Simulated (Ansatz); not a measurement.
# InH₂+ (triplet): PBE, BLYP, r2SCAN, B97M-V, PBE0, B3LYP, wB97M-V, B2PLYP over vertical gaps between states, def2-QZVPP, part 2 of 2

Ansatz 0.2.0, Gaussian basis; def2-QZVPP, all electrons in the functionals, frozen cores in the correlation of double hybrids and RPA.

## Step 16: PBE0, charge 1, quintet

in.yaml

```yaml
crystal:
  periodic: [false, false, false]
  atoms:
    - {symbol: In, position_ang: [0.000000, 0.000000, -0.027604]}
    - {symbol: H, position_ang: [0.000000, 1.143293, 1.572214]}
    - {symbol: H, position_ang: [0.000000, -1.143293, 1.572214]}
basis:
  gaussian: {orbitals: "def2-QZVPP.json"}
total_charge: 1
magnetization: {spin_polarized: true, initial_magnetization: 4}
hamiltonian: {xc: {name: PBE0}}
output: {orbitals: {seedname: orbitals}}
```

The run is started by

```
ansatz run in.yaml --threads 1 --pin off --events-out ev --progress --plain --max-ram 2393MiB
```

Output:

```text
Functional definition: PBE0
  name "PBE0"
  cite "Adamo & Barone, J. Chem. Phys. 110, 6158 (1999) doi:10.1063/1.478522"
  cite "Perdew, Burke & Ernzerhof, Phys. Rev. Lett. 77, 3865 (1996) doi:10.1103/PhysRevLett.77.3865"
  parent pbe
  parameter a = 0.25
  parameter kappa = 0.804
  parameter beta = 0.06672455060314922
  exchange = (1 - a)*pbe_x(kappa = kappa, mu = beta*pi^2/3) + a*exact_x
  correlation = pbe_c(beta = beta)
624 factors; their error is unknown
mean field evaluation 1: about -5188.8841 eV, gradient 5.0e0 eV
mean field evaluation 2: about -5188.9611 eV, gradient 5.1e0 eV
mean field evaluation 4: about -5189.0236 eV, gradient 8.9e-2 eV
mean field evaluation 8: about -5189.0754 eV, gradient 2.4e-3 eV
mean field -5189.07535052 eV, -190.6950018501 hartree, gradient 4.7e-5 eV, S^2 6.002187; 0 other end points of the search recorded, 0 dependent functions left out
reference -5189.07538540 eV, -190.6950031320 hartree; 13, 9 occupied and 129, 133 virtual orbitals, 624 factors
Total energy: -5189.07538540 eV, -190.6950031320 hartree
```

Wall time 2.3 s (1 thread of Intel Xeon at 2.60GHz, shared host).

From the report: ⟨S²⟩ of the determinant 6.002 (pure quintet: 6.00).

From charge 1, triplet: +618.8 kJ/mol.

## Step 17: B3LYP, charge 1, triplet

in.yaml, as its differences from that of step 16:

```diff
@@ -9,4 +9,3 @@
 total_charge: 1
-magnetization: {spin_polarized: true, initial_magnetization: 4}
-hamiltonian: {xc: {name: PBE0}}
-output: {orbitals: {seedname: orbitals}}
+magnetization: {spin_polarized: true, initial_magnetization: 2}
+hamiltonian: {xc: {name: B3LYP}}
```

The command is unchanged.

Output:

```text
Functional definition: B3LYP
  name "B3LYP"
  cite "Stephens, Devlin, Chabalowski & Frisch, J. Phys. Chem. 98, 11623 (1994) doi:10.1021/j100096a001"
  cite "Becke, Phys. Rev. A 38, 3098 (1988) doi:10.1103/PhysRevA.38.3098"
  cite "Lee, Yang & Parr, Phys. Rev. B 37, 785 (1988) doi:10.1103/PhysRevB.37.785"
  cite "Vosko, Wilk & Nusair, Can. J. Phys. 58, 1200 (1980) doi:10.1139/p80-159"
  parameter a0 = 0.2
  parameter ax = 0.72
  parameter ac = 0.81
  exchange = (1 - a0 - ax)*slater_x + ax*b88_x + a0*exact_x
  correlation = (1 - ac)*vwn_rpa_c + ac*lyp_c
608 factors; their error is unknown
mean field evaluation 1: about -5196.5064 eV, gradient 1.2e1 eV
mean field evaluation 2: about -5196.4688 eV, gradient 1.6e1 eV
mean field evaluation 4: about -5197.4666 eV, gradient 3.1e-1 eV
mean field evaluation 8: about -5197.5083 eV, gradient 2.1e-2 eV
mean field -5197.50830159 eV, -191.0049070859 hartree, gradient 3.8e-5 eV, S^2 2.013710; 0 other end points of the search recorded, 0 dependent functions left out
reference -5197.50850444 eV, -191.0049145406 hartree; 12, 10 occupied and 130, 132 virtual orbitals, 608 factors
Total energy: -5197.50850444 eV, -191.0049145406 hartree
```

It took 2.7 s on 1 thread of Intel Xeon at 2.60GHz, shared host.

From the report: ⟨S²⟩ of the determinant 2.014 (pure triplet: 2.00).

## Step 18: B3LYP, charge 1, singlet

in.yaml, as its differences from that of step 17:

```diff
@@ -9,3 +9,3 @@
 total_charge: 1
-magnetization: {spin_polarized: true, initial_magnetization: 2}
+magnetization: {spin_polarized: true, initial_magnetization: 0}
 hamiltonian: {xc: {name: B3LYP}}
```

The command is unchanged.

Output, cut to the lines that bear on the results:

```text
Functional definition: B3LYP
  name "B3LYP"
  cite "Stephens, Devlin, Chabalowski & Frisch, J. Phys. Chem. 98, 11623 (1994) doi:10.1021/j100096a001"
  cite "Becke, Phys. Rev. A 38, 3098 (1988) doi:10.1103/PhysRevA.38.3098"
  cite "Lee, Yang & Parr, Phys. Rev. B 37, 785 (1988) doi:10.1103/PhysRevB.37.785"
  cite "Vosko, Wilk & Nusair, Can. J. Phys. 58, 1200 (1980) doi:10.1139/p80-159"
[...]
608 factors; their error is unknown
[...]
mean field -5197.41423618 eV, -191.0014502457 hartree, gradient 2.4e-5 eV, S^2 0.947426; 8 other end points of the search recorded, 0 dependent functions left out
reference -5197.41443674 eV, -191.0014576160 hartree; 11, 11 occupied and 131, 131 virtual orbitals, 608 factors
Total energy: -5197.41443674 eV, -191.0014576160 hartree
```

Run time: 13 s. Hardware: 1 thread of Intel Xeon at 2.60GHz, shared host; peak memory 0.25 GiB.

From the report: ⟨S²⟩ of the determinant 0.947 (pure singlet: 0.00). The determinant is far from a pure spin state, so its energy mixes those of several spin states (harmless only where they are near-degenerate, as at dissociation).

From charge 1, triplet: +9.1 kJ/mol.

## Step 19: B3LYP, charge 1, quintet

in.yaml, as its differences from that of step 18:

```diff
@@ -9,3 +9,3 @@
 total_charge: 1
-magnetization: {spin_polarized: true, initial_magnetization: 0}
+magnetization: {spin_polarized: true, initial_magnetization: 4}
 hamiltonian: {xc: {name: B3LYP}}
```

Launched as before.

Output:

```text
Functional definition: B3LYP
  name "B3LYP"
  cite "Stephens, Devlin, Chabalowski & Frisch, J. Phys. Chem. 98, 11623 (1994) doi:10.1021/j100096a001"
  cite "Becke, Phys. Rev. A 38, 3098 (1988) doi:10.1103/PhysRevA.38.3098"
  cite "Lee, Yang & Parr, Phys. Rev. B 37, 785 (1988) doi:10.1103/PhysRevB.37.785"
  cite "Vosko, Wilk & Nusair, Can. J. Phys. 58, 1200 (1980) doi:10.1139/p80-159"
  parameter a0 = 0.2
  parameter ax = 0.72
  parameter ac = 0.81
  exchange = (1 - a0 - ax)*slater_x + ax*b88_x + a0*exact_x
  correlation = (1 - ac)*vwn_rpa_c + ac*lyp_c
608 factors; their error is unknown
mean field evaluation 1: about -5190.4567 eV, gradient 5.2e0 eV
mean field evaluation 2: about -5190.5121 eV, gradient 5.6e0 eV
mean field evaluation 4: about -5190.5913 eV, gradient 7.8e-2 eV
mean field evaluation 8: about -5190.6313 eV, gradient 2.1e-3 eV
mean field -5190.63126147 eV, -190.7521805229 hartree, gradient 2.8e-5 eV, S^2 6.001325; 0 other end points of the search recorded, 0 dependent functions left out
reference -5190.63147424 eV, -190.7521883419 hartree; 13, 9 occupied and 129, 133 virtual orbitals, 608 factors
Total energy: -5190.63147424 eV, -190.7521883419 hartree
```

Wall time 2.7 s (1 thread of Intel Xeon at 2.60GHz, shared host).

From the report: ⟨S²⟩ of the determinant 6.001 (pure quintet: 6.00).

From charge 1, triplet: +663.5 kJ/mol.

## Step 20: wB97M-V, charge 1, triplet

in.yaml, as its differences from that of step 19:

```diff
@@ -9,3 +9,4 @@
 total_charge: 1
-magnetization: {spin_polarized: true, initial_magnetization: 4}
-hamiltonian: {xc: {name: B3LYP}}
+magnetization: {spin_polarized: true, initial_magnetization: 2}
+hamiltonian: {xc: {name: wB97M-V}}
+output: {orbitals: {seedname: orbitals}}
```

The command is unchanged.

Output, cut to the lines that bear on the results:

```text
Functional definition: wB97M-V
  name "wB97M-V"
  cite "Mardirossian & Head-Gordon, J. Chem. Phys. 144, 214110 (2016) doi:10.1063/1.4952647"
  cite "Becke, J. Chem. Phys. 107, 8554 (1997) doi:10.1063/1.475007"
  cite "Vydrov & Van Voorhis, J. Chem. Phys. 133, 244103 (2010) doi:10.1063/1.3521275"
  # Of w^i u^j: cxij and so on, Table III.
[...]
  gx(w, u) = 1 - cx + cx01*u + cx10*w
  gss(w, u) = css00 + css04*u^4 + css10*w + css20*w^2 + css43*w^4*u^3
  gos(w, u) = cos00 + cos10*w + (cos20 + cos21*u)*w^2 + (cos60 + cos61*u)*w^6
[...]
      + integral(e_c_pw_mod_opposite_spin*gos(b97_w_opposite, b97_u_opposite)) + vv10(b, c)
584 factors; their error is unknown
152 factors; integrals over basis functions are off by at most 1.1e-4 eV
[...]
mean field -5193.60279780 eV, -190.8613824689 hartree, gradient 2.5e-5 eV, S^2 2.018205; 0 other end points of the search recorded, 0 dependent functions left out
reference -5193.60284070 eV, -190.8613840452 hartree; 12, 10 occupied and 130, 132 virtual orbitals, 584 factors
Total energy: -5193.60284070 eV, -190.8613840452 hartree
```

It took 9 s on 1 thread of Intel Xeon at 2.60GHz, shared host; peak memory 0.33 GiB.

From the report: ⟨S²⟩ of the determinant 2.018 (pure triplet: 2.00).

## Step 21: wB97M-V, charge 1, singlet

in.yaml, as its differences from that of step 20:

```diff
@@ -9,3 +9,3 @@
 total_charge: 1
-magnetization: {spin_polarized: true, initial_magnetization: 2}
+magnetization: {spin_polarized: true, initial_magnetization: 0}
 hamiltonian: {xc: {name: wB97M-V}}
```

Launched as before.

Output, cut to the lines that bear on the results:

```text
Functional definition: wB97M-V
  name "wB97M-V"
  cite "Mardirossian & Head-Gordon, J. Chem. Phys. 144, 214110 (2016) doi:10.1063/1.4952647"
  cite "Becke, J. Chem. Phys. 107, 8554 (1997) doi:10.1063/1.475007"
  cite "Vydrov & Van Voorhis, J. Chem. Phys. 133, 244103 (2010) doi:10.1063/1.3521275"
  # Of w^i u^j: cxij and so on, Table III.
[...]
  gx(w, u) = 1 - cx + cx01*u + cx10*w
  gss(w, u) = css00 + css04*u^4 + css10*w + css20*w^2 + css43*w^4*u^3
  gos(w, u) = cos00 + cos10*w + (cos20 + cos21*u)*w^2 + (cos60 + cos61*u)*w^6
[...]
      + integral(e_c_pw_mod_opposite_spin*gos(b97_w_opposite, b97_u_opposite)) + vv10(b, c)
584 factors; their error is unknown
152 factors; integrals over basis functions are off by at most 1.1e-4 eV
[...]
mean field -5193.46060229 eV, -190.8561568800 hartree, gradient 2.4e-5 eV, S^2 0.923761; 6 other end points of the search recorded, 0 dependent functions left out
reference -5193.46064609 eV, -190.8561584898 hartree; 11, 11 occupied and 131, 131 virtual orbitals, 584 factors
Total energy: -5193.46064609 eV, -190.8561584898 hartree
```

It took 35 s on 1 thread of Intel Xeon at 2.60GHz, shared host; peak memory 0.42 GiB.

From the report: ⟨S²⟩ of the determinant 0.924 (pure singlet: 0.00). The determinant is far from a pure spin state, so its energy mixes those of several spin states (harmless only where they are near-degenerate, as at dissociation).

From charge 1, triplet: +13.7 kJ/mol.

## Step 22: wB97M-V, charge 1, quintet

in.yaml, as its differences from that of step 21:

```diff
@@ -9,3 +9,3 @@
 total_charge: 1
-magnetization: {spin_polarized: true, initial_magnetization: 0}
+magnetization: {spin_polarized: true, initial_magnetization: 4}
 hamiltonian: {xc: {name: wB97M-V}}
```

Same command.

Output, cut to the lines that bear on the results:

```text
Functional definition: wB97M-V
  name "wB97M-V"
  cite "Mardirossian & Head-Gordon, J. Chem. Phys. 144, 214110 (2016) doi:10.1063/1.4952647"
  cite "Becke, J. Chem. Phys. 107, 8554 (1997) doi:10.1063/1.475007"
  cite "Vydrov & Van Voorhis, J. Chem. Phys. 133, 244103 (2010) doi:10.1063/1.3521275"
  # Of w^i u^j: cxij and so on, Table III.
[...]
  gx(w, u) = 1 - cx + cx01*u + cx10*w
  gss(w, u) = css00 + css04*u^4 + css10*w + css20*w^2 + css43*w^4*u^3
  gos(w, u) = cos00 + cos10*w + (cos20 + cos21*u)*w^2 + (cos60 + cos61*u)*w^6
[...]
      + integral(e_c_pw_mod_opposite_spin*gos(b97_w_opposite, b97_u_opposite)) + vv10(b, c)
584 factors; their error is unknown
152 factors; integrals over basis functions are off by at most 1.1e-4 eV
[...]
mean field -5187.03585909 eV, -190.6200519223 hartree, gradient 5.4e-5 eV, S^2 6.001869; 0 other end points of the search recorded, 0 dependent functions left out
reference -5187.03590345 eV, -190.6200535524 hartree; 13, 9 occupied and 129, 133 virtual orbitals, 584 factors
Total energy: -5187.03590345 eV, -190.6200535524 hartree
```

Run time: 7.5 s. Hardware: 1 thread of Intel Xeon at 2.60GHz, shared host; peak memory 0.33 GiB.

From the report: ⟨S²⟩ of the determinant 6.002 (pure quintet: 6.00).

From charge 1, triplet: +633.6 kJ/mol.

## Step 23: B2PLYP, charge 1, triplet

in.yaml, as its differences from that of step 22:

```diff
@@ -9,4 +9,4 @@
 total_charge: 1
-magnetization: {spin_polarized: true, initial_magnetization: 4}
-hamiltonian: {xc: {name: wB97M-V}}
-output: {orbitals: {seedname: orbitals}}
+magnetization: {spin_polarized: true, initial_magnetization: 2}
+hamiltonian: {xc: {name: B2PLYP}}
+correlation: {electrons: outside_noble_gas}
```

Launched as before.

Output, cut to the lines that bear on the results:

```text
Functional definition: B2PLYP
  name "B2PLYP"
  cite "Grimme, J. Chem. Phys. 124, 034108 (2006) doi:10.1063/1.2148954"
  cite "Becke, Phys. Rev. A 38, 3098 (1988) doi:10.1103/PhysRevA.38.3098"
  cite "Lee, Yang & Parr, Phys. Rev. B 37, 785 (1988) doi:10.1103/PhysRevB.37.785"
[...]
872 factors; integrals over basis functions are off by at most 7.9e-4 eV
[...]
mean field -5187.43615881 eV, -190.6347626656 hartree, gradient 6.8e-6 eV, S^2 2.029712; 0 other end points of the search recorded, 0 dependent functions left out
9 core orbitals not correlated: weight in the atoms' cores, before any rotation towards them, 0.996 or more for the frozen orbitals, at most 0.003 for the correlated occupied ones
reference -5187.43628624 eV, -190.6347673486 hartree; 3, 1 occupied and 130, 132 virtual orbitals, 872 factors
second order -1.30550556 eV of doubles, -0.00000000 eV of singles
Total energy: -5187.78877274 eV, -190.6477209887 hartree
```

It took 4.2 s on 1 thread of Intel Xeon at 2.60GHz, shared host; peak memory 0.27 GiB.

From the report: ⟨S²⟩ of the determinant 2.030 (pure triplet: 2.00).

## Step 24: B2PLYP, charge 1, singlet

in.yaml, as its differences from that of step 23:

```diff
@@ -9,3 +9,3 @@
 total_charge: 1
-magnetization: {spin_polarized: true, initial_magnetization: 2}
+magnetization: {spin_polarized: true, initial_magnetization: 0}
 hamiltonian: {xc: {name: B2PLYP}}
```

The command is unchanged.

Output, cut to the lines that bear on the results:

```text
Functional definition: B2PLYP
  name "B2PLYP"
  cite "Grimme, J. Chem. Phys. 124, 034108 (2006) doi:10.1063/1.2148954"
  cite "Becke, Phys. Rev. A 38, 3098 (1988) doi:10.1103/PhysRevA.38.3098"
  cite "Lee, Yang & Parr, Phys. Rev. B 37, 785 (1988) doi:10.1103/PhysRevB.37.785"
[...]
872 factors; integrals over basis functions are off by at most 7.9e-4 eV
[...]
mean field -5187.26010012 eV, -190.6282926282 hartree, gradient 8.7e-7 eV, S^2 0.980153; 9 other end points of the search recorded, 0 dependent functions left out
9 core orbitals not correlated: weight in the atoms' cores, before any rotation towards them, 0.997 or more for the frozen orbitals, at most 0.002 for the correlated occupied ones
reference -5187.26022730 eV, -190.6282973019 hartree; 2, 2 occupied and 131, 131 virtual orbitals, 872 factors
second order -1.42812068 eV of doubles, -0.00000000 eV of singles
Total energy: -5187.64581988 eV, -190.6424675680 hartree
```

It took 16 s on 1 thread of Intel Xeon at 2.60GHz, shared host; peak memory 0.3 GiB.

From the report: ⟨S²⟩ of the determinant 0.980 (pure singlet: 0.00). The determinant is far from a pure spin state, so its energy mixes those of several spin states (harmless only where they are near-degenerate, as at dissociation).

From charge 1, triplet: +13.8 kJ/mol.

## Step 25: B2PLYP, charge 1, quintet

in.yaml, as its differences from that of step 24:

```diff
@@ -9,3 +9,3 @@
 total_charge: 1
-magnetization: {spin_polarized: true, initial_magnetization: 0}
+magnetization: {spin_polarized: true, initial_magnetization: 4}
 hamiltonian: {xc: {name: B2PLYP}}
```

Same command.

Output, cut to the lines that bear on the results:

```text
Functional definition: B2PLYP
  name "B2PLYP"
  cite "Grimme, J. Chem. Phys. 124, 034108 (2006) doi:10.1063/1.2148954"
  cite "Becke, Phys. Rev. A 38, 3098 (1988) doi:10.1103/PhysRevA.38.3098"
  cite "Lee, Yang & Parr, Phys. Rev. B 37, 785 (1988) doi:10.1103/PhysRevB.37.785"
[...]
872 factors; integrals over basis functions are off by at most 7.9e-4 eV
[...]
mean field -5181.20776376 eV, -190.4058733696 hartree, gradient 8.1e-6 eV, S^2 6.002032; 0 other end points of the search recorded, 0 dependent functions left out
9 core orbitals not correlated: weight in the atoms' cores, before any rotation towards them, 0.994 or more for the frozen orbitals, at most 0.006 for the correlated occupied ones
reference -5181.20789746 eV, -190.4058782829 hartree; 4, 0 occupied and 129, 133 virtual orbitals, 872 factors
second order -0.29628684 eV of doubles, -0.00000000 eV of singles
Total energy: -5181.28789491 eV, -190.4088181349 hartree
```

Wall time 4 s (1 thread of Intel Xeon at 2.60GHz, shared host); peak memory 0.27 GiB.

From the report: ⟨S²⟩ of the determinant 6.002 (pure quintet: 6.00).

From charge 1, triplet: +627.2 kJ/mol.

## Step 26: The comparison

No level is safe as a reference over these points; RCCSD(T) serves as a yardstick only. It and the other wave-function rows come from earlier runs at the same points. Energies in kJ/mol, counted from charge 1, triplet; blanks weren't run or aren't comparable.

| level | triplet to singlet | triplet to quintet |
| --- | --- | --- |
| RCCSD(T) | 21.0 | 581.6 |
| PBE | 9.1 | 647.7 |
| BLYP | 5.0 | 687.3 |
| r2SCAN | 14.8 | 627.3 |
| B97M-V | 5.2 | 670.3 |
| PBE0 | 13.9 | 618.8 |
| B3LYP | 9.1 | 663.5 |
| wB97M-V | 13.7 | 633.6 |
| B2PLYP | 13.8 | 627.2 |
| RHF | 124.7 | 437.6 |
| UHF | 27.7 | 474.9 |
| RMP2 | 69.4 | 553.3 |
| RCCSD | 26.2 | 578.8 |

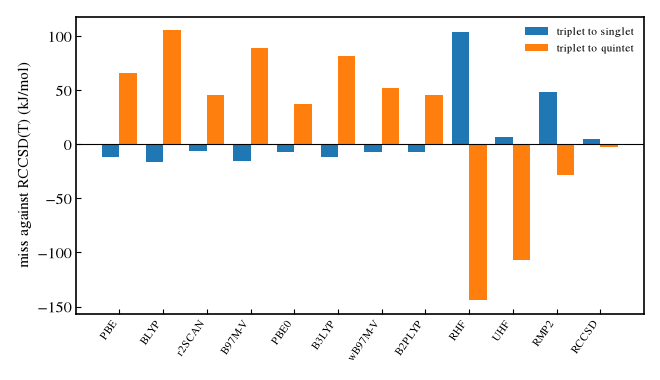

Misses of the gaps against RCCSD(T).

Largest miss and mean time a point (RCCSD(T) took 13 s a point; shared hosts):

| level | largest miss (kJ/mol) | where | time a point |
| --- | --- | --- | --- |
| PBE | +66.0 | triplet to quintet | 6.1 s |
| BLYP | +105.6 | triplet to quintet | 6.6 s |
| r2SCAN | +45.7 | triplet to quintet | 9.8 s |
| B97M-V | +88.7 | triplet to quintet | 18 s |
| PBE0 | +37.2 | triplet to quintet | 4.8 s |
| B3LYP | +81.9 | triplet to quintet | 6.1 s |
| wB97M-V | +52.0 | triplet to quintet | 17 s |
| B2PLYP | +45.6 | triplet to quintet | 8.1 s |
| RHF | -144.1 | triplet to quintet |  |
| UHF | -106.8 | triplet to quintet |  |
| RMP2 | +48.4 | triplet to singlet |  |
| RCCSD | +5.2 | triplet to singlet |  |

## Step 27: What came out

This closing draws on all 2 parts.

| quantity | value |
| --- | --- |
| triplet to singlet, RCCSD(T) | 21.0 kJ/mol |
| triplet to quintet, RCCSD(T) | 581.6 kJ/mol |
| largest miss, PBE | +66.0 kJ/mol (triplet to quintet) |
| largest miss, BLYP | +105.6 kJ/mol (triplet to quintet) |
| largest miss, r2SCAN | +45.7 kJ/mol (triplet to quintet) |
| largest miss, B97M-V | +88.7 kJ/mol (triplet to quintet) |
| largest miss, PBE0 | +37.2 kJ/mol (triplet to quintet) |
| largest miss, B3LYP | +81.9 kJ/mol (triplet to quintet) |
| largest miss, wB97M-V | +52.0 kJ/mol (triplet to quintet) |
| largest miss, B2PLYP | +45.6 kJ/mol (triplet to quintet) |

In words: Of the functionals, PBE0 keep the smallest largest miss at the points compared (at most 37.2 kJ/mol) and BLYP strays most (105.6 kJ/mol, at triplet to quintet). PBE, BLYP, r2SCAN, B97M-V, PBE0, B3LYP, wB97M-V, B2PLYP clearly break the spin symmetry at some points (⟨S²⟩ up to 0.99 above the pure value), so energy there is bought with a mixed spin. Functionals and the yardstick converge differently with the basis, so part of each miss in def2-QZVPP is the basis. The yardstick itself may be off where one determinant is a poor start.
